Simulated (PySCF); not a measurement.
C5H9F3P2 (SMILES CP(CCP)C(F)=C(F)F)

```yaml
atoms:
  - { symbol: C, position_ang: [0.2704, -1.5424, 1.1520] }
  - { symbol: P, position_ang: [0.2821, 0.2500, 0.6932] }
  - { symbol: C, position_ang: [-0.4832, 0.1608, -1.0070] }
  - { symbol: C, position_ang: [-1.9355, -0.3001, -1.0223] }
  - { symbol: P, position_ang: [-3.1917, 0.6839, -0.0537] }
  - { symbol: C, position_ang: [2.0128, 0.3622, 0.1416] }
  - { symbol: F, position_ang: [2.4830, -0.5412, -0.7395] }
  - { symbol: C, position_ang: [2.8723, 1.3002, 0.5555] }
  - { symbol: F, position_ang: [4.1132, 1.3818, 0.1563] }
  - { symbol: F, position_ang: [2.5738, 2.2424, 1.4089] }
  - { symbol: H, position_ang: [0.8327, -1.6728, 2.0882] }
  - { symbol: H, position_ang: [-0.7656, -1.8619, 1.3381] }
  - { symbol: H, position_ang: [0.7145, -2.1783, 0.3715] }
  - { symbol: H, position_ang: [0.1328, -0.4980, -1.6422] }
  - { symbol: H, position_ang: [-0.4054, 1.1789, -1.4251] }
  - { symbol: H, position_ang: [-2.0232, -1.3429, -0.6730] }
  - { symbol: H, position_ang: [-2.3040, -0.3158, -2.0615] }
  - { symbol: H, position_ang: [-2.7304, 1.9807, -0.4427] }
  - { symbol: H, position_ang: [-2.4783, 0.7248, 1.1851] }
```

Geometry: PBE0-D3(BJ)/def2-SVP.

Method: PBE0/pcSseg-1, SCF density, gas phase, non-relativistic (PySCF).

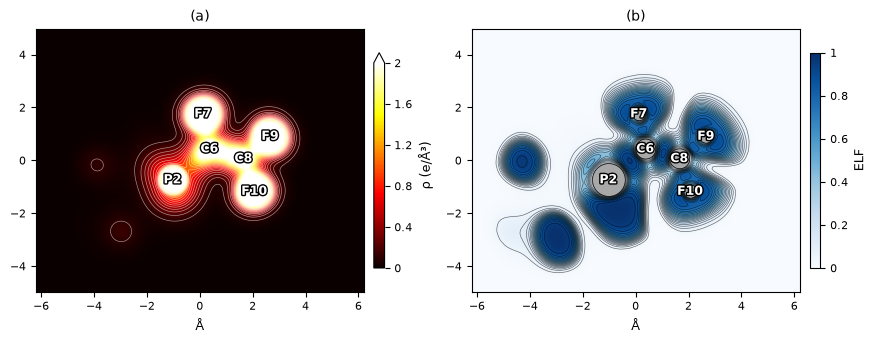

Figure 1. (a) total electron density; (b) electron localisation function on the plane of atoms C6, C8 and F10. Grey discs cover the atomic cores in the ELF map.

Question: What do the fields say about this system?

Answer: Atoms in the plane: P, C and F. C–F (1.31 Å): the density is about 2.5 e/Å³ at the midpoint; the ELF peaks at about 0.85 between the atoms: a shared but strongly polarised pair. C–C (1.34 Å): the density is about 2.3 e/Å³ at the midpoint; the ELF peaks at about 0.90 between the atoms (a short, multiple covalent bond). C–P (1.82 Å): the density is about 1.1 e/Å³ at the midpoint; the ELF peaks at about 0.95 between the atoms (localised, covalent bonding). C–F (1.35 Å): ρ at the midpoint is about 2.2 e/Å³, with its minimum of 1.7 e/Å³ about 0.5 Å from C; the ELF peaks at about 0.85 between the atoms, as expected for a shared but strongly polarised pair. The ELF also peaks beside P2, F10, F9 and F7, away from the bonds: lone-pair regions.

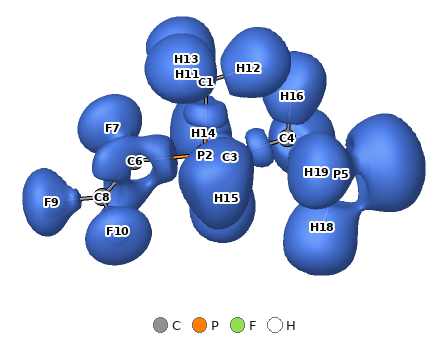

Figure 2. Isosurface of the ELF at 0.75 (blue), seen at a tilt. Only the valence region is drawn (cores and ρ < 0.01 e/Å³ removed).

Question: Where are the electrons localised?

Answer: The ELF exceeds this value in two regions between bonded C–C atoms (shared pairs), three regions between bonded C–P atoms (shared pairs), seven regions around hydrogen nuclei, three regions on F in which the atom's valence shell and bonds are merged, one lobe on P, pointing away from the bonds (lone pairs) and one joined region spread over several atoms (H, P), in which their bonds and any lone pairs are merged.

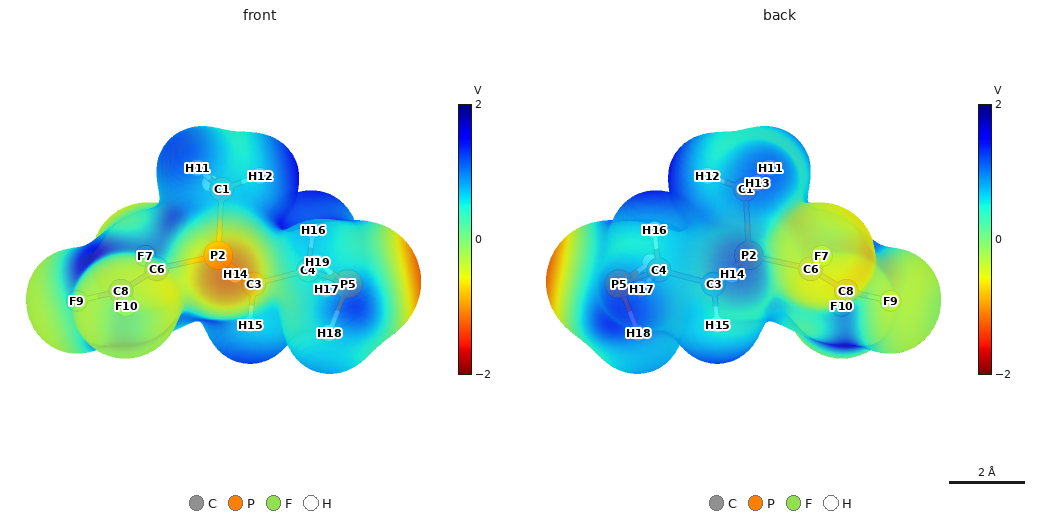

Figure 3. The electrostatic potential painted on the density surface at 0.004 e/bohr³, seen from the front and from behind; the colour scale runs from red (negative) to blue (positive).

Question: Which sites attract a positive test charge, and which a negative one?

Answer: A positive charge is drawn to the negative regions and a negative charge to the positive ones. The most negative region (about −1.2 V) lies over P5, the most positive (about +1.6 V) over P2 and C8.
